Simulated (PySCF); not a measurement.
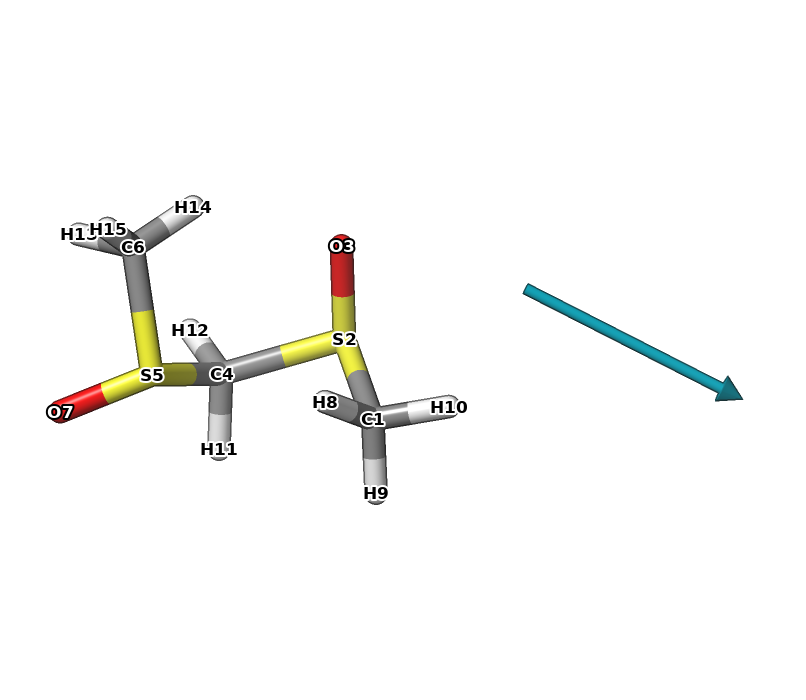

The arrow beside the molecule shows the direction of the dipole moment, from the negative to the positive end (its length means nothing). Geometry: a frame of a GFN2-xTB molecular-dynamics simulation, not a minimum. Method: PBE0/pcSseg-1, gas phase (PySCF 2.14.0).

### How large is the dipole moment?

2.47 D; it points from the side of H13, H15 to the side of H10 (the outermost atoms at the two ends).
